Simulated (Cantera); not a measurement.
A closed system holds: 1 mol B2O3, 0.27 mol NH3, at 3300 Pa.

Method: chemical equilibrium by Gibbs-energy minimisation in Cantera with the NASA 1993 tables (ideal gas, pure condensed phases). Candidate condensed phases: B, BN, B2O3, B3O3H3, H2O; 39 gas species. Mutual solubility and eutectic melting of coexisting phases are not modelled. Equilibrium is a limit: real reactors are often held back by kinetics, nucleation or transport.

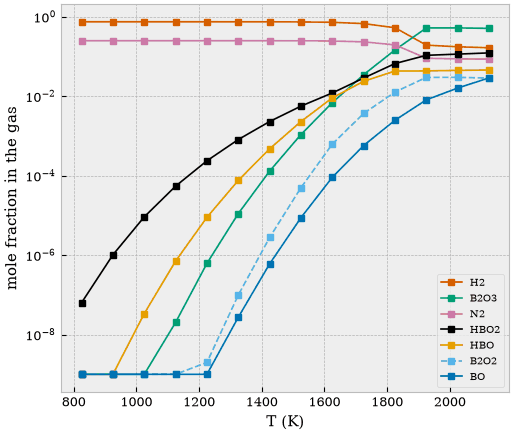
Fig. 1. Equilibrium gas composition (values under 1e-9 drawn at 1e-9)

From 825 K to 1625 K the condensed part is BN(s) + B2O3(l). From 1725 K to 1925 K the condensed part is B2O3(l). From 2025 K to 2125 K nothing is condensed. The main B-bearing gas is (HBO2)3 at 825 K and B2O3 at 2125 K.
